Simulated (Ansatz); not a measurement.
## KMgH3 (model cell, started as cubic perovskite with Mg in the octahedra): from the cell to its phonons

Task: relax KMgH3 (model cell, started as cubic perovskite with Mg in the octahedra), then find its harmonic phonons.

Method: DFT LDA, scalar-relativistic, plane waves, PAW; PAW set soft_1, in Ansatz 0.2.0.

The structure was built from a prototype and need not be the compound's stable phase.

### Step 1. Set-up

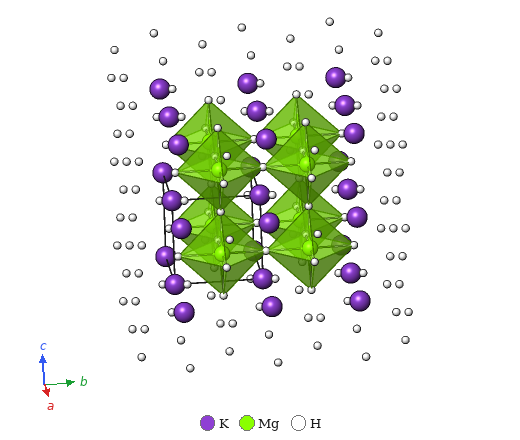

The cell as given, slightly off an axis (potassium purple, magnesium green, hydrogen white). 2×2×2 cells are drawn. Some periodic images of atoms are drawn too.

### Step 2. Bringing the structure to rest

Harmonic phonons are second derivatives at a point where the forces vanish, and they are wanted at zero stress, so atoms and cell are relaxed first.

Input file input.yaml:

```yaml
crystal:
  lattice:
    - [4.0572, 0.0, 0.0]
    - [0.0, 4.0572, 0.0]
    - [0.0, 0.0, 4.0572]
  atoms:
    - { symbol: K, position: [0.0, 0.0, 0.0] }
    - { symbol: Mg, position: [0.5, 0.5, 0.5] }
    - { symbol: H, position: [0.5, 0.5, 0.0] }
    - { symbol: H, position: [0.5, 0.0, 0.5] }
    - { symbol: H, position: [0.0, 0.5, 0.5] }
kpoints:
  mp_grid: { grid: [6, 6, 6] }
hamiltonian:
  xc: lda
  pseudopotentials: { kind: paw, azcp: { folder: soft_1 }, xc_functional: pbe }
scf:
  occupations: { method: gaussian, width: 0.02 }
output:
  forces: true
  stress: true
  eigenvalues: true
relax:
  adjacent_minimum: "off"
  f_tol: 0.005
  max_steps: 80
  cell: { stress_tol: 0.05 }
```

On the command line:

```bash
$ ansatz run input.yaml --threads 4 --pin off --max-ram 16384MiB --backend cpu --events-out ev --progress --plain --runs-dir out
```

Numbers of over 12 decimals in the logs are rounded to 6 here.

Output:

```text
Engine: ansatz 0.2.0, aarch64-unknown-linux-gnu
Pseudopotentials: kind: paw
Pseudopotential: K, paw, valence charge 9, recommended cutoff 420 eV (normal), soft_1/K.paw.azcp
Pseudopotential: Mg, paw, valence charge 10, recommended cutoff 420 eV (normal), soft_1/Mg.paw.azcp
Pseudopotential: H, paw, valence charge 1, recommended cutoff 420 eV (normal), soft_1/H.paw.azcp
Functional definition: SPW92
  exchange = slater_x
  correlation = pw_c
Crystal: 5 atoms, lattice volume = 66.785 Å³
Basis set: ecut = 420 eV, 1309 PW (Γ)
Bands: 16, of which v1, the nominal top of the filled ones, is band 11 counted from 1 (10 counted from 0)
Symmetry: 48 space group operations
Space group: Pm-3m (ITA 221), of the structure as read, at distance tolerance 4.1e-5 Å
k-points: 20 of 216
Non-local potential: K, projectors of the file, l = 0: 3, l = 1: 2, l = 2: 2
Non-local potential: Mg, projectors of the file, l = 0: 3, l = 1: 2, l = 2: 1
Non-local potential: H, projectors of the file, l = 0: 2, l = 1: 1
PAW form: soft (Blöchl's): semilocal exchange-correlation on the pseudo side does not see the compensation charge
PAW frozen core: K, regenerated for the run's functional, and the local potential with it (the file was generated under x = pbe(κ = 0.804, μ = 0.219515), c = pbe(β = 0.066725))
PAW frozen core: Mg, regenerated for the run's functional, and the local potential with it (the file was generated under x = pbe(κ = 0.804, μ = 0.219515), c = pbe(β = 0.066725))
PAW one-centre angular grid: K, 110 points (default); XC on 64 Gauss nodes
PAW one-centre angular grid: Mg, 110 points (default); XC on 64 Gauss nodes
PAW one-centre angular grid: H, 110 points (default); XC on 64 Gauss nodes
Initial density: superposition of atomic densities (chi_scale 0.1, normalization cell, long waves kept (reshape's long-wave potential 0.00 eV rms))
Initial wavefunctions: pseudopotential atomic-orbital guess
Functional: x = slater, c = lda
SCF iter   1: F=—  HF=-3447.062146 eV  |F-HF|=—  |Δ(HF+E_count)|=         —  Δρ=5.43e-2  dr2=1.98e0  ethr=3.10e-3  ⟨swp⟩=6.0  Hψ=1938  notcnv=0
preconditioner: auto → Resta (q_TF=auto, 2.267 Å⁻¹)  ε∞=2.4  [insulator: Δε(μ)=3.129 eV  Ē_g=13.467 eV  σ=0.020 eV  W_gap=1.00  n_scr=18 (ndim 8)  ℏωp=15.7 eV  f_vac=0.000  D(μ)=0.00/eV (n_scr^D=0)  ε∞_Penn≈2.4]
SCF iter   2: F=—  HF=-3446.406827 eV  |F-HF|=—  |Δ(HF+E_count)|=   6.55e-1  Δρ=2.24e-2  dr2=3.97e-1  ethr=3.10e-3  ⟨swp⟩=2.0  Hψ=624  notcnv=0  defer=20
SCF iter   3: F=—  HF=-3446.254099 eV  |F-HF|=—  |Δ(HF+E_count)|=   1.53e-1  Δρ=3.17e-3  dr2=4.67e-3  ethr=1.81e-3  ⟨swp⟩=2.0  Hψ=440  notcnv=0  defer=20
SCF iter   4: F=—  HF=-3446.253966 eV  |F-HF|=—  |Δ(HF+E_count)|=   1.33e-4  Δρ=6.68e-4  dr2=1.64e-4  ethr=2.12e-5  ⟨swp⟩=2.0  Hψ=457  notcnv=0  defer=20
SCF iter   5: F=—  HF=-3446.253999 eV  |F-HF|=—  |Δ(HF+E_count)|=   3.37e-5  Δρ=5.10e-5  dr2=8.73e-7  ethr=7.44e-7  ⟨swp⟩=2.0  Hψ=497  notcnv=0  defer=20
SCF iter   6: F=—  HF=-3446.254004 eV  |F-HF|=—  |Δ(HF+E_count)|=   4.80e-6  Δρ=9.62e-6  dr2=5.84e-8  ethr=4.55e-10  ⟨swp⟩=10.2  Hψ=1790  notcnv=0
SCF iter   7: F=-3446.254004 eV  HF=-3446.254004 eV  |F-HF|=2.27e-10  |Δ(HF+E_count)|=   2.48e-9  Δρ=1.60e-6  dr2=1.75e-9  ethr=2.65e-10  ⟨swp⟩=2.5  Hψ=1077  notcnv=0
SCF 1 converged in 7 iterations: F = -3446.254004 eV  dr2 = 1.75e-9
  greatest PAW one-centre occupation: 1.000 electrons in one spin orbital (limit 2), on the Mg atom at site 1 (counted from 0), in its partial waves of l = 0
relax step   1: F+E_penalty+E_count = -3446.25400416 eV  Δ(F+E_penalty+E_count) = +0.000e0 eV  max|allowed force component| = 4.028e-29 eV/Å  Δτ_max = 0.0000 Å  P = -3.605 GPa  Ω = 66.785 Å³  (7 SCF iters, dr2 threshold 1.00e-7 eV, accepted)
Crystal: 5 atoms, lattice volume = 59.586 Å³
Basis set: ecut = 420 eV, 1189 PW (Γ)
Initial density: handed on by an earlier stage of this run
Initial wavefunctions: those handed on with the density
iter 1 solved again at ethr=1.82e-4 eV; its pass at ethr=3.10e-3 eV (dr2=4.00e-2 eV) is discarded
SCF iter   1: F=—  HF=-3446.356685 eV  |F-HF|=—  |Δ(HF+E_count)|=         —  Δρ=8.21e-3  dr2=3.99e-2  ethr=1.82e-4  ⟨swp⟩=1.2  Hψ=2100  notcnv=0
preconditioner: auto → Resta (q_TF=auto, 2.311 Å⁻¹)  ε∞=2.5  [insulator: Δε(μ)=2.477 eV  Ē_g=13.664 eV  σ=0.020 eV  W_gap=1.00  n_scr=18 (ndim 8)  ℏωp=16.7 eV  f_vac=0.000  D(μ)=0.00/eV (n_scr^D=0)  ε∞_Penn≈2.5]
SCF iter   2: F=—  HF=-3446.343350 eV  |F-HF|=—  |Δ(HF+E_count)|=   1.33e-2  Δρ=3.44e-3  dr2=8.04e-3  ethr=1.82e-4  ⟨swp⟩=2.0  Hψ=464  notcnv=0
SCF iter   3: F=—  HF=-3446.340011 eV  |F-HF|=—  |Δ(HF+E_count)|=   3.34e-3  Δρ=4.25e-4  dr2=7.09e-5  ethr=3.65e-5  ⟨swp⟩=2.1  Hψ=506  notcnv=0
SCF iter   4: F=—  HF=-3446.340006 eV  |F-HF|=—  |Δ(HF+E_count)|=   5.08e-6  Δρ=7.60e-5  dr2=2.55e-6  ethr=3.22e-7  ⟨swp⟩=2.4  Hψ=427  notcnv=0
SCF iter   5: F=-3446.340006 eV  HF=-3446.340006 eV  |F-HF|=1.63e-8  |Δ(HF+E_count)|=   7.27e-8  Δρ=9.73e-6  dr2=3.66e-8  ethr=2.27e-9  ⟨swp⟩=6.2  Hψ=1449  notcnv=0
SCF 2 converged in 5 iterations: F = -3446.340006 eV  dr2 = 3.66e-8
  greatest PAW one-centre occupation: 1.000 electrons in one spin orbital (limit 2), on the Mg atom at site 1 (counted from 0), in its partial waves of l = 1
relax step   2: F+E_penalty+E_count = -3446.34000561 eV  Δ(F+E_penalty+E_count) = -8.600e-2 eV  max|allowed force component| = 8.461e-30 eV/Å  Δτ_max = 0.0000 Å  P = +0.257 GPa  Ω = 59.586 Å³  energy of the carried Pulay correction = +2.848e-3 eV  (5 SCF iters, dr2 threshold 5.00e-7 eV, accepted)
Crystal: 5 atoms, lattice volume = 60.016 Å³
iter 1 solved again at ethr=9.01e-7 eV; its pass at ethr=3.10e-3 eV (dr2=1.98e-4 eV) is discarded
SCF iter   1: F=—  HF=-3446.340199 eV  |F-HF|=—  |Δ(HF+E_count)|=         —  Δρ=5.63e-4  dr2=1.94e-4  ethr=9.01e-7  ⟨swp⟩=2.1  Hψ=1818  notcnv=0
preconditioner: auto → Resta (q_TF=auto, 2.308 Å⁻¹)  ε∞=2.5  [insulator: Δε(μ)=2.325 eV  Ē_g=13.670 eV  σ=0.020 eV  W_gap=1.00  n_scr=18 (ndim 8)  ℏωp=16.6 eV  f_vac=0.000  D(μ)=0.00/eV (n_scr^D=0)  ε∞_Penn≈2.5]
SCF iter   2: F=—  HF=-3446.340132 eV  |F-HF|=—  |Δ(HF+E_count)|=   6.63e-5  Δρ=2.37e-4  dr2=3.90e-5  ethr=8.80e-7  ⟨swp⟩=1.9  Hψ=346  notcnv=0
SCF iter   3: F=—  HF=-3446.340117 eV  |F-HF|=—  |Δ(HF+E_count)|=   1.58e-5  Δρ=3.04e-5  dr2=3.39e-7  ethr=1.77e-7  ⟨swp⟩=2.0  Hψ=388  notcnv=0
SCF iter   4: F=-3446.340117 eV  HF=-3446.340117 eV  |F-HF|=3.16e-10  |Δ(HF+E_count)|=   3.78e-9  Δρ=4.97e-6  dr2=1.20e-8  ethr=7.48e-10  ⟨swp⟩=5.2  Hψ=1395  notcnv=0
SCF 3 converged in 4 iterations: F = -3446.340117 eV  dr2 = 1.20e-8
relax step   3: F+E_penalty+E_count = -3446.34011670 eV  Δ(F+E_penalty+E_count) = -1.111e-4 eV  max|allowed force component| = 6.689e-30 eV/Å  Δτ_max = 0.0000 Å  P = -0.039 GPa  Ω = 60.016 Å³  energy of the carried Pulay correction = +2.669e-3 eV  (4 SCF iters, dr2 threshold 1.65e-7 eV, accepted)
[...]
relax step   4: F+E_penalty+E_count = -3446.33811725 eV  Δ(F+E_penalty+E_count) = +1.999e-3 eV  max|allowed force component| = 1.000e-29 eV/Å  Δτ_max = 0.0000 Å  P = -0.071 GPa  Ω = 60.016 Å³  stress off target by 7.05e-2 GPa  SCF on the basis re-selected at this cell (its energy is not comparable with the rows above)  (4 SCF iters)
[...]
relax step   5: F+E_penalty+E_count = -3446.33818392 eV  Δ(F+E_penalty+E_count) = -6.667e-5 eV  max|allowed force component| = 9.996e-30 eV/Å  Δτ_max = 0.0000 Å  P = -0.001 GPa  Ω = 59.913 Å³  energy of the carried Pulay correction = +4.376e-5 eV  (4 SCF iters, dr2 threshold 1.24e-8 eV, accepted)
iter 1 solved again at ethr=4.89e-8 eV; its pass at ethr=3.10e-3 eV (dr2=1.08e-5 eV) is discarded
SCF iter   1: F=—  HF=-3446.338175 eV  |F-HF|=—  |Δ(HF+E_count)|=         —  Δρ=1.50e-6  dr2=6.88e-10  ethr=4.89e-8  ⟨swp⟩=3.5  Hψ=2740  notcnv=0
eigensolver tolerance schedule: the retry pair's looser diagonalisation over-reported the residual by 15633.22 of it (diagonalisation noise at 0.33 of the residual, at the tolerance the schedule requests for it); recorded, not acted on — ethr = c·dr2/N_el stays at c = 1.0e-1
preconditioner: auto → Resta (q_TF=auto, 2.309 Å⁻¹)  ε∞=2.5  [insulator: Δε(μ)=2.339 eV  Ē_g=13.674 eV  σ=0.020 eV  W_gap=1.00  n_scr=18 (ndim 8)  ℏωp=16.6 eV  f_vac=0.000  D(μ)=0.00/eV (n_scr^D=0)  ε∞_Penn≈2.5]
SCF iter   2: F=—  HF=-3446.338175 eV  |F-HF|=—  |Δ(HF+E_count)|=   5.12e-7  Δρ=8.80e-7  dr2=2.96e-10  ethr=3.13e-12  ⟨swp⟩=3.4  Hψ=726  notcnv=0
SCF iter   3: F=—  HF=-3446.338175 eV  |F-HF|=—  |Δ(HF+E_count)|=  7.91e-11  Δρ=3.96e-7  dr2=3.34e-11  ethr=1.00e-12  ⟨swp⟩=3.0  Hψ=1279  notcnv=0
SCF iter   4: F=-3446.338175 eV  HF=-3446.338175 eV  |F-HF|=8.64e-12  |Δ(HF+E_count)|=  3.77e-11  Δρ=1.70e-7  dr2=6.59e-12  ethr=1.00e-12  ⟨swp⟩=3.0  Hψ=840  notcnv=0
SCF 6 converged in 4 iterations: F = -3446.338175 eV  dr2 = 6.59e-12
relax step   6: F+E_penalty+E_count = -3446.33817490 eV  Δ(F+E_penalty+E_count) = +9.021e-6 eV  max|allowed force component| = 5.812e-30 eV/Å  Δτ_max = 0.0000 Å  P = -0.001 GPa  Ω = 59.913 Å³  stress off target by 9.19e-4 GPa  SCF on the basis re-selected at this cell (its energy is not comparable with the rows above)  (4 SCF iters)
basis re-selected at this cell: Δ(F+E_penalty+E_count) = +9.021e-6 eV, ΔP = -0.000 GPa vs the last step (what re-selecting the basis moved, of the pressure what is left beyond the Pulay correction that the steps carried, after the strain that the cell walked since its last selection, with what the two solves' SCF thresholds leave and, on support functions, any second-order correction that the steps lacked; it is no m [...]
SCF converged after 4 iterations
Free energy (F): -3446.338175 eV
Harris-Foulkes:  -3446.338175 eV  (|F-HF|=8.64e-12)
Internal energy: -3446.338175 eV  (E = F + TS)
E sigma→0 (E₀):  -3446.338175 eV
Fermi energy:    4.750333 eV
--- Per-component energies (eV) ---
  E_band       = -459.859727
  E_kinetic    = 366.031464
  E_local      = -2298.380609  (includes V_loc(G=0)·N_el)
  E_nonlocal   = 212.261368
  E_hartree    = 785.501396
  E_xc         = -186.953061
  E_vxc        = -234.007430  (∫ρ·V_xc dr)
  E_paw        = -1024.113652  (= ΣΔE_a)
  E_vpaw       = -76.764836  (= ΣTr[D̂ρ^β])
  E_aug_tail   = -0.002577  (compensation charges beyond the density's cutoff)
  E_ewald      = -1301.090485
  E_core_change = 0.407980  (= ΣΔE_core)
  E_smearing   = -0.000000  (= −TS)
  E_closure    = -0.000000  (closes the sum)
  Σ components = -3446.338175   (vs F -3446.338175, Δ=0.00e0)
--- Forces (eV/Å), atoms counted from 1 ---
  atom   1  K      0.00000000    -0.00000000     0.00000000
  atom   2  Mg    -0.00000000     0.00000000     0.00000000
  atom   3  H     -0.00000000     0.00000000     0.00000000
  atom   4  H      0.00000000     0.00000000     0.00000000
  atom   5  H      0.00000000    -0.00000000     0.00000000
  max |Σ_I F_I| component: 7.75e-30 eV/Å
--- Stress (GPa, compression-positive) ---
       -0.000919      -0.000000       0.000000
       -0.000000      -0.000919       0.000000
        0.000000       0.000000      -0.000919
  P = ⅓ Tr σ = -0.0009 GPa (-0.009 kbar)
--- Band table (eV; the first three rows and the last of 20) ---
  k-point 0: bands = [... 7 lower, -8.7539, -2.3369, 3.0139, 3.0139, 9.3768, 9.3768, 9.3768, 11.6270, ... 1 higher]
  k-point 1: bands = [... 7 lower, -8.7467, -2.0394, 2.5694, 3.1371, 9.2203, 9.2203, 9.5574, 10.8552, ... 1 higher]
  k-point 2: bands = [... 7 lower, -8.7323, -1.2455, 1.4737, 3.4174, 8.9103, 8.9103, 9.6479, 10.4249, ... 1 higher]
  k-point 19: bands = [... 7 lower, -8.9407, 1.2684, 1.2684, 1.2684, 5.9198, 9.1986, 9.1986, 9.1986, ... 1 higher]
--- Relaxed structure (4 steps of the walk, 4 accepted, 2 SCFs on fresh bases) ---
  F+E_penalty+E_count = -3446.33817490 eV   max|allowed force component| = 5.812e-30 eV/Å   (the final SCF, on the basis selected at the relaxed cell)
  cell:  # Å, volume = 59.9128 Å³
    - [3.912970, 0, 0]
    - [0, 3.912970, 0]
    - [0, 0, 3.912970]
  atoms:
    - { symbol: K, position: [0, 0, 0] }
    - { symbol: Mg, position: [0.5, 0.5, 0.5] }
    - { symbol: H, position: [0.5, 0.5, 0] }
    - { symbol: H, position: [0.5, 0, 0.5] }
    - { symbol: H, position: [0, 0.5, 0.5] }
```

It took 2.8 s on 4 threads of Arm Neoverse V1, shared host; peak memory 0.32 GiB.

The steps of the relaxation:

| step | energy less that of the first step (eV) | largest force component (eV/Å) | pressure (GPa) | volume (Å³) |
| --- | --- | --- | --- | --- |
| 1 | 0.0000 | 0.0000 | -3.60 | 66.79 |
| 2 | -0.0860 | 0.0000 | 0.26 | 59.59 |
| 3 | -0.0861 | 0.0000 | -0.04 | 60.02 |
| 4* | -0.0841 | 0.0000 | -0.07 | 60.02 |
| 5 | -0.0842 | 0.0000 | 0.00 | 59.91 |
| 6* | -0.0842 | 0.0000 | 0.00 | 59.91 |

Relaxation steps marked * repeat the geometry before them on a plane-wave basis chosen anew for their cell, so energy and pressure can jump there.

The run keeps the 48 symmetry operations that it works with, so distortions that break them were not tested.

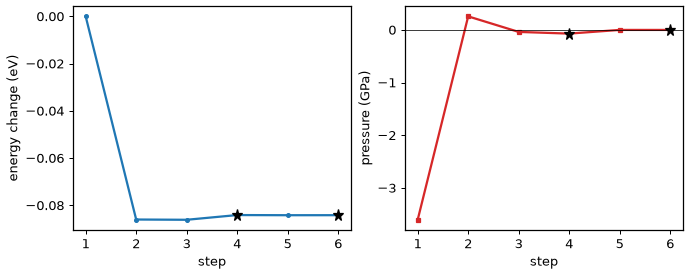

Energy and pressure along the relaxation. Stars mark steps on a basis chosen anew.

| conventional cell, symmetrised | before | after | change |
| --- | --- | --- | --- |
| a (Å) | 4.057 | 3.913 | -3.6 % |
| b (Å) | 4.057 | 3.913 | -3.6 % |
| c (Å) | 4.057 | 3.913 | -3.6 % |
| volume (Å³/atom) | 13.36 | 11.98 | -10.3 % |

The relaxed structure:

```xyz
5
Lattice="3.9130 0.0000 0.0000 0.0000 3.9130 0.0000 0.0000 0.0000 3.9130" Properties=species:S:1:pos:R:3 pbc="T T T"
K     0.0000    0.0000    0.0000
Mg    1.9565    1.9565    1.9565
H     1.9565    1.9565    0.0000
H     1.9565    0.0000    1.9565
H     0.0000    1.9565    1.9565
```

This step gave:

```yaml
pressure: -9.19e-4 GPa
gap_on_the_k_mesh: 2.339 eV
volume_per_atom: 11.98 Å³
direct_gap_on_mesh: 4.651 eV
```

In this step the volume went from 13.36 to 11.98 Å³/atom.

### Step 3. Bringing the structure to rest

The relaxation is repeated from its end on the same settings, as a check that it has come to rest.

Edit input.yaml of step 2 so:

```diff
@@ -2,5 +2,5 @@
   lattice:
-    - [4.0572, 0.0, 0.0]
-    - [0.0, 4.0572, 0.0]
-    - [0.0, 0.0, 4.0572]
+    - [3.9129695371, 0.0, 0.0]
+    - [0.0, 3.9129695371, 0.0]
+    - [0.0, 0.0, 3.9129695371]
   atoms:
@@ -22,2 +22,6 @@
   eigenvalues: true
+  write_density: true
+  write_potential: true
+  elf: true
+  volumetric_format: npy
 relax:
```

Output:

```text
[...]
Crystal: 5 atoms, lattice volume = 59.913 Å³
Basis set: ecut = 420 eV, 1189 PW (Γ)
Bands: 16, of which v1, the nominal top of the filled ones, is band 11 counted from 1 (10 counted from 0)
Symmetry: 48 space group operations
[...]
k-points: 20 of 216
[...]
--- Relaxed structure (1 steps of the walk, 1 accepted, 1 SCFs on fresh bases) ---
[...]
cell:  # Å, volume = 59.9128 Å³
    - [3.9129695371, 0.0, 0.0]
    - [0.0, 3.9129695371, 0.0]
    - [0.0, 0.0, 3.9129695371]
  atoms:
    - { symbol: K, position: [0.0, 0.0, 0.0] }
    - { symbol: Mg, position: [0.5, 0.5, 0.5] }
    - { symbol: H, position: [0.5, 0.5, 0.0] }
    - { symbol: H, position: [0.5, 0.0, 0.5] }
    - { symbol: H, position: [0.0, 0.5, 0.5] }
[key lines of the parts left out:]
SCF converged after 3 iterations
Free energy (F): -3446.338175 eV
Fermi energy:    4.750331 eV
P = ⅓ Tr σ = -0.0009 GPa (-0.009 kbar)
```

It took 1.1 s on 4 threads; peak memory 0.31 GiB.

Little changed from the start: no atom moved by 0.005 Å and no cell edge by 0.1 %.

Numbers from this step:

```
pressure : -9.22e-4 GPa
```

In this step the volume went from 11.98 to 11.98 Å³/atom.

### Step 4. Tight relaxation

Phonons need a cell at rest on their own settings, so the relaxation is repeated with tight tolerances on forces and stress, using the mesh and the filling of the phonon run that follows.

input.yaml, the sections that differ from step 3:

```yaml
kpoints:
  mp_grid: { grid: [8, 8, 8] }
scf:
  occupations: { method: fixed }
relax:
  adjacent_minimum: "off"
  f_tol: 0.001
  max_steps: 60
  cell: { stress_tol: 0.01 }
# crystal, hamiltonian, output: as in step 3
```

Output:

```text
[...]
Crystal: 5 atoms, lattice volume = 59.913 Å³
Basis set: ecut = 420 eV, 1189 PW (Γ)
Bands: 16, of which v1, the nominal top of the filled ones, is band 11 counted from 1 (10 counted from 0)
Symmetry: 48 space group operations
[...]
k-points: 35 of 512
[...]
--- Relaxed structure (1 steps of the walk, 1 accepted, 1 SCFs on fresh bases) ---
[...]
cell:  # Å, volume = 59.9128 Å³
    - [3.9129695371, 0.0, 0.0]
    - [0.0, 3.9129695371, 0.0]
    - [0.0, 0.0, 3.9129695371]
  atoms:
    - { symbol: K, position: [0.0, 0.0, 0.0] }
    - { symbol: Mg, position: [0.5, 0.5, 0.5] }
    - { symbol: H, position: [0.5, 0.5, 0.0] }
    - { symbol: H, position: [0.5, 0.0, 0.5] }
    - { symbol: H, position: [0.0, 0.5, 0.5] }
[key lines of the parts left out:]
SCF converged after 4 iterations
Free energy (F): -3446.338140 eV
Fermi energy:    3.580612 eV
P = ⅓ Tr σ = -0.0016 GPa (-0.016 kbar)
```

Elapsed: 1.6 s, on 4 threads; peak memory 0.33 GiB; 5.5 s of CPU time.

Little changed from the start: no atom moved by 0.005 Å and no cell edge by 0.1 %.

This step gave:

- pressure: -0.001568 GPa

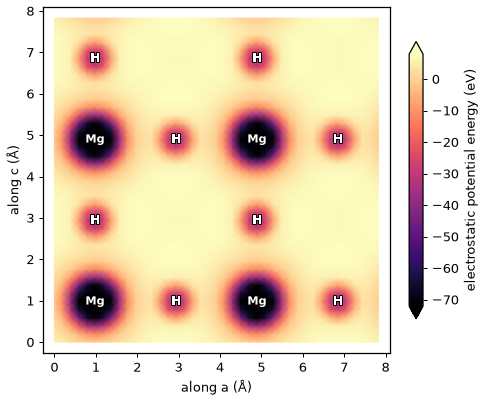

Electrostatic potential energy in the ac plane at fractional y = 0.500, with atoms of Mg and H within 0.2 Å of it. With pseudopotentials it is smooth inside the atoms' cores, unlike the true potential. The map starts off the cell's origin, so that atoms lie inside it.

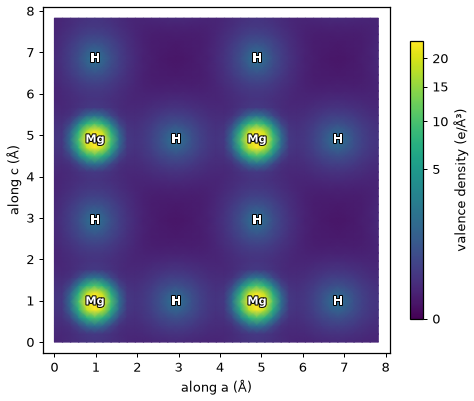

Valence density in the ac plane at fractional y = 0.500, with atoms of Mg and H within 0.2 Å of it. It is the smooth field of the valence electrons, not physical close to the nuclei. The map starts off the cell's origin, so that atoms lie inside it. The colour scale is stretched toward low values.

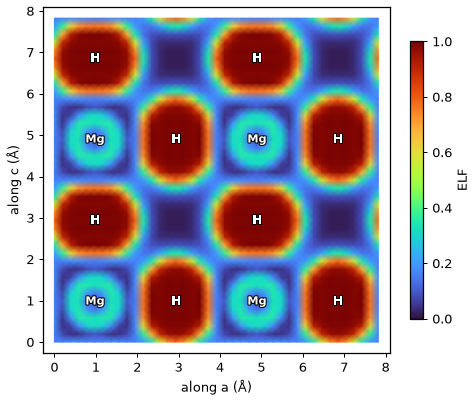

ELF in the ac plane at fractional y = 0.500, with atoms of Mg and H within 0.2 Å of it. It is the smooth field of the valence electrons, not physical close to the nuclei. The map starts off the cell's origin, so that atoms lie inside it.

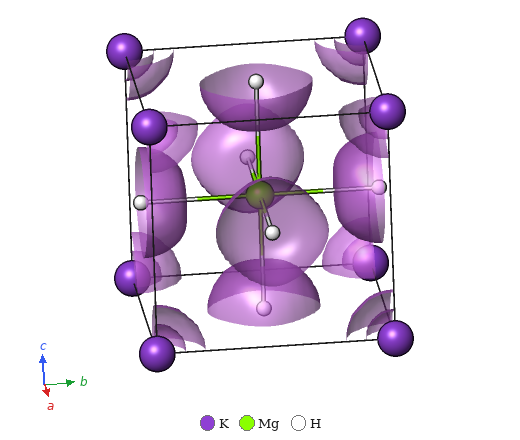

Surface of ELF = 0.85.

The forces vanish by symmetry and the pressure is -0.002 GPa, within the tolerances set. The cell now holds 11.98 Å³/atom.

[end of part 1 of 3]

[Logs are printed without paths, hosts, clocks, repeated set-up lines and the standing remarks that a program may print on its own settings, such as how far it seeks lower states.]

[Hosts, paths, dates, database ids (printed as entryN), source tags and the programs' standing remarks are cut or masked in the printed files.]
